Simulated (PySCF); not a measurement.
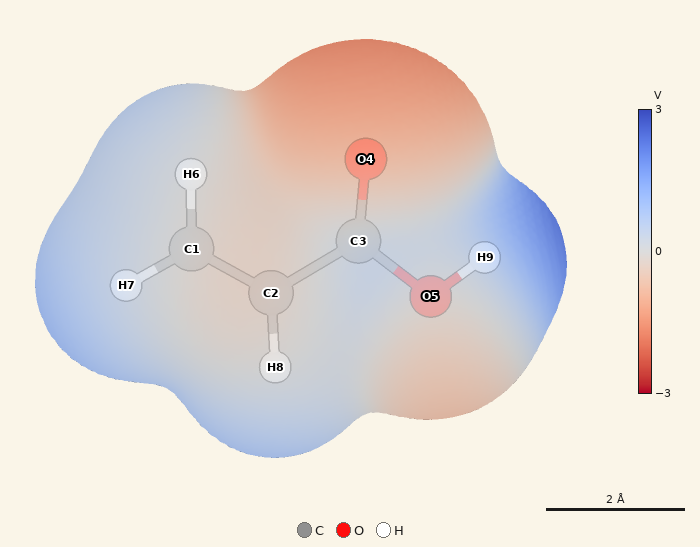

Figure. C3H4O2 (SMILES C=CC(=O)O). The electrostatic potential painted on the density surface at 0.001 e/bohr³, seen across its widest extent; the colour scale runs from red (negative) to blue (positive).

Geometry: PBE0-D3(BJ)/def2-SVP.

Level of theory: PBE0/pcSseg-1, SCF density, in a chloroform solvent model, non-relativistic in PySCF 2.14.0.

```xyz
9

C    -1.5228    0.4386   -0.2309
C    -0.4990   -0.4084   -0.1133
C     0.8922    0.0748   -0.2804
O     1.2158    1.2114   -0.5159
O     1.7814   -0.9183   -0.1375
H    -1.3321    1.4931   -0.4515
H    -2.5574    0.1086   -0.1128
H    -0.6361   -1.4703    0.1057
H     2.6570   -0.5194   -0.2557
```

Where is the surface potential most negative and most positive?

The most negative region (about −1.6 V, or −37 kcal/mol for a unit charge) lies over O4, the most positive (about +2.2 V, or +51 kcal/mol for a unit charge) over H9. O4 is the likeliest acceptor of a hydrogen bond.

How polar is the molecule by this calculation?

Its dipole moment is 1.80 D.
